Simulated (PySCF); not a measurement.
# CH6BN3O: a tour of settings, part 2 of 2

PySCF 2.14.0. Atoms count from 0. The steps go on from the part before.

**6. Ultraviolet spectrum: PBE0/def2-SVPD**

What the job is given:

```
{"job": {"kind": "uv", "xc": "PBE0", "basis": "def2-SVPD", "nstates": 25, "ntriplets": 5, "tda": false, "scf": {"guess": "vsap"}}, "charge": 0, "multiplicity": 1}
N     -1.762683    -0.691539     0.090459
B     -0.554568     0.031545     0.087909
N     -0.468161     1.380987     0.420623
N      0.668276    -0.695566    -0.287522
C      1.917191    -0.198516    -0.342922
O      2.250739     0.937577    -0.098795
H     -2.642257    -0.275954     0.333201
H     -1.836125    -1.661176    -0.153731
H      0.425754     1.842988     0.403163
H     -1.240039     1.958709     0.694922
H      0.576080    -1.670920    -0.525079
H      2.666993    -0.958821    -0.648255
```

Method: TDDFT PBE0/def2-SVPD, vertical, gas phase, core orbitals frozen in the response.

Standard output:

```text
final grid: 98832 points
cycle   1  E = -299.8560724281  dE =  4.284e+00  |g| = 4.312e+00  |ddm| = 4.136e+02
cycle   2  E = -270.3192911305  dE =  2.954e+01  |g| = 8.865e+00  |ddm| = 4.054e+02
cycle   3  E = -301.1514421682  dE = -3.083e+01  |g| = 3.613e+00  |ddm| = 2.201e+01
cycle   4  E = -305.2498515255  dE = -4.098e+00  |g| = 1.310e+00  |ddm| = 4.584e+00
cycle   5  E = -305.3968077598  dE = -1.470e-01  |g| = 1.067e+00  |ddm| = 2.156e+00
cycle   6  E = -305.6207612123  dE = -2.240e-01  |g| = 2.961e-01  |ddm| = 1.230e+00
cycle   7  E = -305.6368663053  dE = -1.611e-02  |g| = 2.085e-01  |ddm| = 4.530e-01
cycle   8  E = -305.6458735837  dE = -9.007e-03  |g| = 4.526e-02  |ddm| = 3.401e-01
cycle   9  E = -305.6462592810  dE = -3.857e-04  |g| = 1.596e-02  |ddm| = 6.918e-02
cycle  10  E = -305.6463156580  dE = -5.638e-05  |g| = 3.261e-03  |ddm| = 1.952e-02
cycle  11  E = -305.6463176192  dE = -1.961e-06  |g| = 1.428e-03  |ddm| = 4.808e-03
cycle  12  E = -305.6463180360  dE = -4.168e-07  |g| = 3.300e-04  |ddm| = 2.096e-03
cycle  13  E = -305.6463180607  dE = -2.467e-08  |g| = 6.684e-05  |ddm| = 6.795e-04
cycle  14  E = -305.6463180615  dE = -7.896e-10  |g| = 3.273e-05  |ddm| = 2.237e-04
cycle  15  E = -305.6463180617  dE = -2.115e-10  |g| = 8.254e-06  |ddm| = 5.752e-05
converged SCF energy = -305.6463180617

Static polarisability (au): isotropic 54.903, principal 38.447 58.666 67.596

Singlet excitations
state   eV       nm        f      main configurations
  1   5.5279    224.3   0.00131   H-1->L+1 0.98
  2   5.9606    208.0   0.00167   H->L 0.96
  3   6.3684    194.7   0.02683   H->L+1 0.98
  4   6.6226    187.2   0.00496   H-2->L 0.94
  5   6.6431    186.6   0.01471   H-1->L 0.80, H-2->L+1 0.15
  6   7.0076    176.9   0.00215   H->L+2 0.88
  7   7.1702    172.9   0.32982   H-2->L+1 0.78, H-1->L 0.17
  8   7.4370    166.7   0.05201   H->L+3 0.51, H-2->L+2 0.37
  9   7.5169    164.9   0.06317   H-1->L+2 0.92
 10   7.5988    163.2   0.00020   H-2->L+2 0.57, H->L+3 0.34
 11   8.0723    153.6   0.00370   H->L+4 0.86
 12   8.0886    153.3   0.00430   H-1->L+3 0.87
 13   8.1750    151.7   0.00258   H-2->L+3 0.70, H->L+5 0.13
 14   8.3665    148.2   0.00074   H->L+5 0.58, H-2->L+3 0.16, H->L+6 0.09
 15   8.4931    146.0   0.02143   H-3->L 0.88
 16   8.6767    142.9   0.00040   H->L+6 0.77, H->L+5 0.10
 17   8.7087    142.4   0.00141   H-3->L+1 0.49, H-1->L+4 0.25, H-1->L+5 0.15
 18   8.7796    141.2   0.01907   H-1->L+4 0.64, H-3->L+1 0.16
 19   8.7812    141.2   0.00591   H-2->L+4 0.73
 20   8.9171    139.0   0.00196   H-1->L+5 0.62, H-3->L+1 0.21
 21   8.9789    138.1   0.00282   H-2->L+5 0.88
 22   9.1127    136.1   0.19558   H->L+7 0.50, H-1->L+6 0.24, H->L+8 0.13
 23   9.1733    135.2   0.06247   H-1->L+6 0.65, H->L+7 0.17
 24   9.2323    134.3   0.00254   H-2->L+6 0.84, H->L+9 0.09
 25   9.3792    132.2   0.00187   H-1->L+7 0.85, H-1->L+8 0.12

Triplet excitations (Tamm-Dancoff, eV): 4.9957 5.3923 5.7797 5.8820 6.4722
```

Run time: 40 s. Hardware: 1 thread of Arm Neoverse V1, shared host; peak memory 0.68 GiB.

The orbitals next to the gap, with their largest atomic shares:

```tsv
orbital	eV	atoms
HOMO−3	-9.50	N0 25 %, B1 17 %, O5 17 %
HOMO−2	-7.73	N3 36 %, O5 22 %, N0 13 %
HOMO−1	-7.54	O5 66 %, C4 14 %, H11 8 %
HOMO	-7.11	N2 44 %, N0 33 %, B1 9 %
LUMO	0.07	B1 46 %, H10 12 %, H7 12 %
LUMO+1	0.25	C4 37 %, O5 26 %, N3 16 %
LUMO+2	1.00	H10 18 %, C4 16 %, H11 16 %
```

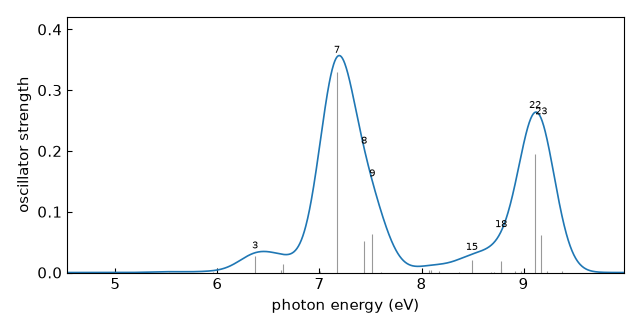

Absorption spectrum from the 25 singlet states computed; above the last one it falls off for lack of states. Lines are broadened to a width of 0.40 eV (Gaussian).

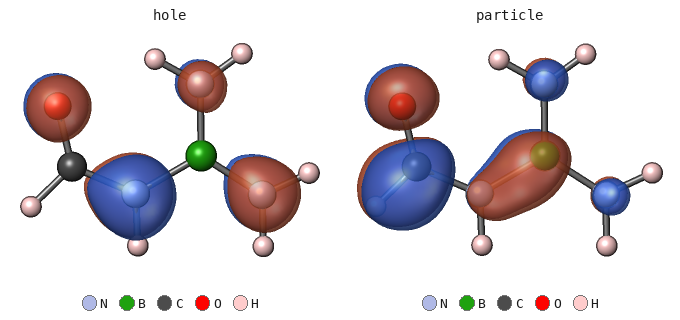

Leading natural transition orbitals of singlet state 7: the electron leaves the hole (left) for the particle orbital (right).

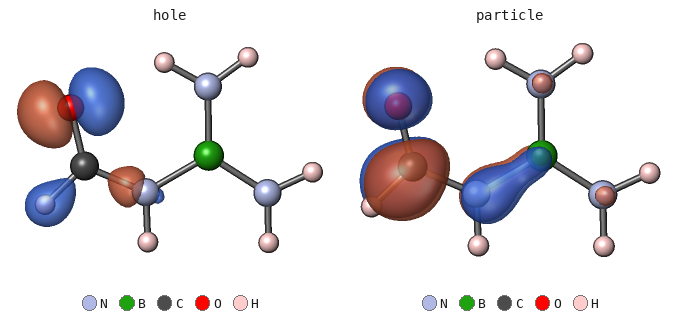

Leading natural transition orbitals of singlet state 1: the electron leaves the hole (left) for the particle orbital (right).

Further results of this job:

```tsv
property	computed
dipole moment (D)	3.97
polarisability (Å³)	8.14
HOMO–LUMO gap (eV)	7.18
−ε(HOMO) (eV)	7.11
```

**7. Comparing the runs: spin-spin couplings**

Couplings (Hz), each a mean over the pairs like the one named, with basis size and wall time:

```tsv
run	C4–H11	N0–H6	N3–H10	N0–B1	C4–O5	B1–N3	N3–C4	functions	time
PBE0/3-21G	123.9	-59.6	-57.5	-26.0	23.1	-19.8	-10.4	66	8.1 s
B97-D/3-21G	118.5	-57.6	-54.5	-27.6	23.3	-20.9	-10.7	66	8.7 s
```

**8. Results**

What follows sums up all 2 parts.

| quantity | value |
| --- | --- |
| largest coupling of the table (PBE0/3-21G) | ¹J(C,H) C4–H11, 123.9 Hz |
| ¹³C shifts against TMS (PBE0/IGLO-II) | 164.5 ppm |
| ¹H shifts against TMS (PBE0/IGLO-II, means over atoms taken as alike) | 8.39, 4.50, 2.25 ppm |
| ¹⁵N shifts against NH3 (PBE0/IGLO-II, means over atoms taken as alike) | 143.8, 49.3 ppm |
| ¹¹B shifts against BF3·OEt2 (PBE0/IGLO-II) | 18.9 ppm |
| ¹⁷O shifts against H2O (PBE0/IGLO-II) | 429.4 ppm |
| potential on the surface of density 0.002 e/bohr³, 1st and 99th percentile | -1.95 V and 2.24 V |
| lowest singlet (PBE0/def2-SVPD) | 5.53 eV (224 nm), f = 0.001 |
| brightest single state of those computed | state 7, 7.17 eV, f = 0.330 |
| lowest triplet | 5.00 eV |
| range of J(C4,H11), mean over like pairs | 118.5 to 123.9 Hz |
| property runs in this session | 5, of which 1 failed and 0 gave unsound results |

What this shows: Single values in the summary come from the first sound run of each kind (PBE0/3-21G; PBE0/IGLO-II; PBE0/def2-SVPD), which need not be the best level. The basis of PBE0/3-21G has no polarisation functions, so its couplings are far from converged. In the run at PBE0/3-21G, the largest coupling of the table is C4–H11, 123.9 Hz, of which the Fermi-contact term gives 122.7 Hz. Couplings across rotatable bonds belong to this one conformer; where others are populated, the observed values are averages. At PBE0/IGLO-II: The largest span, 731 ppm, is at O5, where the paramagnetic term is -496 ppm. The first singlet state (HOMO−1→LUMO+1 0.98) lies at 5.53 eV and is weak; of the 25 states computed, the strongest absorption comes from state 7 at 7.17 eV. The lowest triplet lies 0.53 eV below the lowest singlet (triplets in Tamm-Dancoff, singlets in full TDDFT). At PBE0/def2-SVPD, states above −ε(HOMO) (7.11 eV) lie where TDDFT describes them poorly and they hang on the basis; the brightest is among them. The coupling C4–H11, as a mean over pairs of its kind, runs from 118.5 Hz (B97-D/3-21G) to 123.9 Hz (PBE0/3-21G). Couplings from bases without tight functions are rough.
